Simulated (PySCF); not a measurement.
**Excited-state calculation, with input and output: C3H8O3Si**

- system: C3H8O3Si
- method: TDA B97-2/6-31G, vertical, gas phase, core orbitals frozen in the response (PySCF 2.14.0)

The geometry comes from this level: GFN2-xTB. It belongs to a series of runs on one base structure; here: B97-2/6-31G; 6 states, TDA.

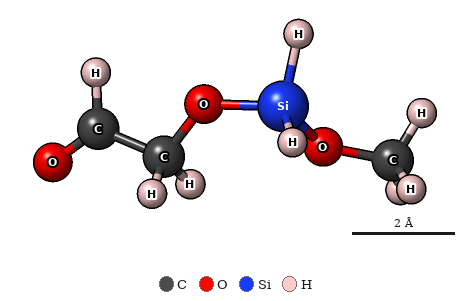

**Figure 1.** The structure as given in the input (ball-and-stick view, seen at a tilt). Bond lengths as drawn: C–C 1.51 Å, C–H 1.09 to 1.11 Å, C–O 1.20 to 1.40 Å, H–Si 1.45 to 1.47 Å and O–Si 1.62 Å.

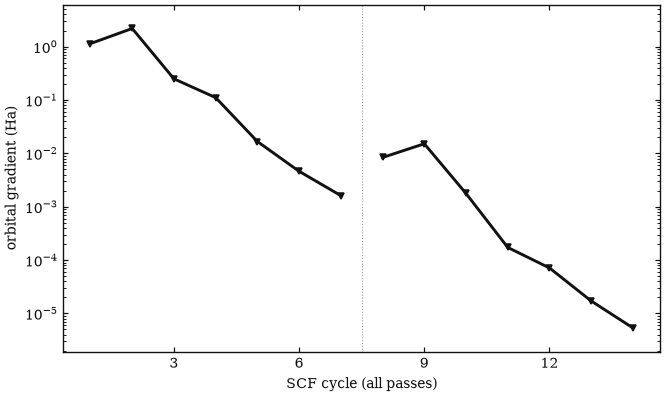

**Figure 2.** Convergence of the self-consistent field: orbital gradient against the SCF cycle. The dotted line marks the change from a coarse to the final integration grid. The first 7 cycles use a coarse grid, the final grid takes over at cycle 8, and the field converges after 14 cycles in all.

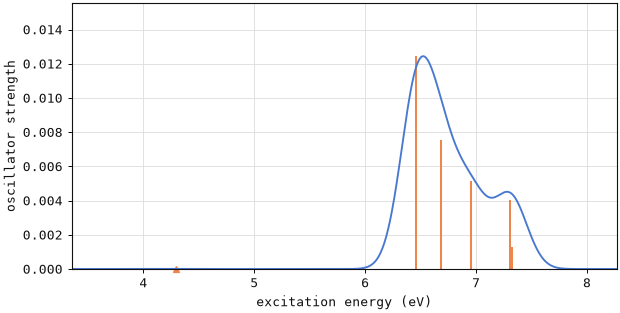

**Figure 3.** Computed excitations as sticks (degenerate states added up, dark ones marked on the axis), with a Gaussian envelope of 0.35 eV full width at half maximum, scaled to the tallest. Of the 6 states the lowest lies at 4.29 eV (f = 0.000); the strongest line is at 6.46 eV, or 192 nm (f = 0.012).

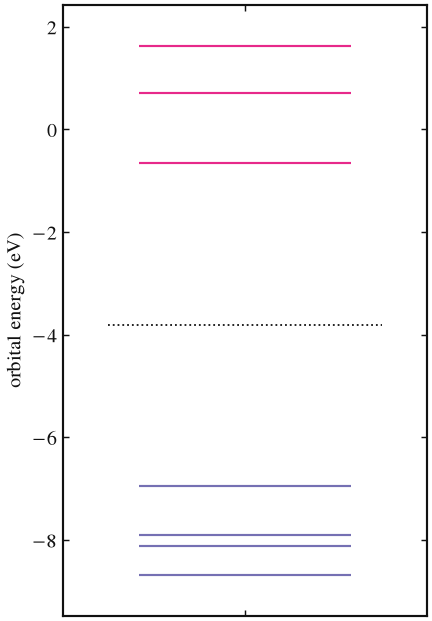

**Figure 4.** Orbital energies near the frontier; the dotted line parts filled from empty levels, and levels within 0.02 eV of each other stand side by side. Highest filled −6.95 eV, lowest empty −0.65 eV, 6.30 eV apart.

The input and output of the run follow.

## Input
```
{"job": {"kind": "uv", "xc": "B97-2", "basis": "6-31G", "nstates": 6, "ntriplets": 2, "tda": true}, "charge": 0, "multiplicity": 1}
C     -2.735671     0.687561    -0.166204
O     -1.393761     0.304968    -0.186263
Si    -0.614762    -0.749208     0.769843
O      0.902372    -0.819616     0.212207
C      1.749985     0.226196    -0.142357
C      2.958287    -0.302199    -0.868083
O      3.877409     0.363108    -1.250813
H     -3.005640     1.112338     0.803041
H     -2.883625     1.437951    -0.943390
H     -3.383553    -0.169234    -0.362226
H     -0.675182    -0.276678     2.156255
H     -1.031179    -2.130960     0.598539
H      1.234263     0.942943    -0.795044
H      2.081635     0.777409     0.747982
H      2.915008    -1.396588    -1.019883
```

The first line tells a small driver script what to run in PySCF; the rest is the geometry in Å.

Launched with:
```bash
OMP_NUM_THREADS=1 python <driver script> task.json out
```

## Output
```
coarse grid: 13104 points
cycle   1  E = -633.8118017729  dE =  1.242e+00  |g| = 1.140e+00  |ddm| = 3.659e+00
cycle   2  E = -633.1017981425  dE =  7.100e-01  |g| = 2.188e+00  |ddm| = 3.432e+00
cycle   3  E = -634.0652214775  dE = -9.634e-01  |g| = 2.491e-01  |ddm| = 2.554e+00
cycle   4  E = -634.0762160399  dE = -1.099e-02  |g| = 1.108e-01  |ddm| = 3.348e-01
cycle   5  E = -634.0785168698  dE = -2.301e-03  |g| = 1.667e-02  |ddm| = 1.123e-01
cycle   6  E = -634.0785864844  dE = -6.961e-05  |g| = 4.606e-03  |ddm| = 1.952e-02
cycle   7  E = -634.0785905455  dE = -4.061e-06  |g| = 1.614e-03  |ddm| = 5.153e-03
final grid: 122152 points
cycle   8  E = -634.0168306656  dE = -9.677e-06  |g| = 8.361e-03  |ddm| = 1.867e-02
cycle   9  E = -634.0167999222  dE =  3.074e-05  |g| = 1.512e-02  |ddm| = 1.946e-02
cycle  10  E = -634.0168436153  dE = -4.369e-05  |g| = 1.769e-03  |ddm| = 1.344e-02
cycle  11  E = -634.0168442483  dE = -6.330e-07  |g| = 1.724e-04  |ddm| = 1.559e-03
cycle  12  E = -634.0168442542  dE = -5.873e-09  |g| = 7.117e-05  |ddm| = 2.463e-04
cycle  13  E = -634.0168442554  dE = -1.166e-09  |g| = 1.710e-05  |ddm| = 8.810e-05
cycle  14  E = -634.0168442554  dE = -4.945e-11  |g| = 5.344e-06  |ddm| = 1.848e-05
converged SCF energy = -634.0168442554

Static polarisability (au): isotropic 57.001, principal 47.201 54.696 69.107

Singlet excitations
state   eV       nm        f      main configurations
  1   4.2946    288.7   0.00001   H->L 0.98
  2   6.4608    191.9   0.01244   H-1->L 0.56, H-2->L 0.42
  3   6.6838    185.5   0.00755   H-2->L 0.56, H-1->L 0.43
  4   6.9564    178.2   0.00515   H->L+1 0.97
  5   7.3038    169.8   0.00405   H-4->L 0.72, H-1->L+1 0.21
  6   7.3278    169.2   0.00127   H-1->L+1 0.73, H-4->L 0.21

Triplet excitations (Tamm-Dancoff, eV): 3.6930 5.8288
```

## Results in brief

- outcome: converged
- total energy: −634.016844 hartree
- HOMO: −6.95 eV
- LUMO: −0.65 eV
- dipole moment: 4.62 D
- mean polarisability: 57.00 a.u.
- lowest singlet excitation: 4.29 eV
- hardware: 1 CPU thread, shared host
- wall time: 7.3 s
- peak memory: 0.51 GiB

Settings chosen away from the usual ones: B97-2/6-31G; 6 states, TDA.
